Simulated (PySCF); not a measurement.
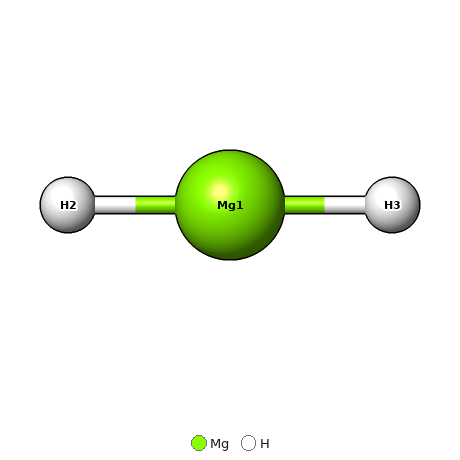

Rigid scan of MgH₂, singlet, from a minimum of the shape that electron-pair counting expects: all bonds to atom 1 scaled (atom 1 is the central atom). PBE0/def2-TZVP with PySCF 2.14.0, restricted determinant, no spin-orbit coupling; energies counted from the minimum. Splines pass through the computed points, which are marked.

**What does it cost to go to either end of the scan?**

49.9 kJ/mol at 0.88 and 173.4 kJ/mol at 1.35.

**Give the computed values.**

In kJ/mol:
```
scale of the bond length   PBE0
                    0.88   49.9
                    0.92   20.3
                    0.96    4.7
                    1.00    0.0
                    1.04    4.0
                    1.08   14.7
                    1.14   40.1
                    1.22   85.6
                    1.35  173.4
```

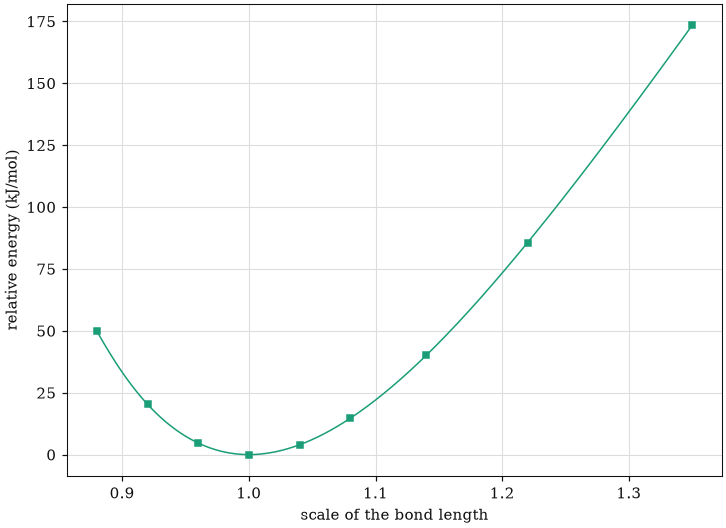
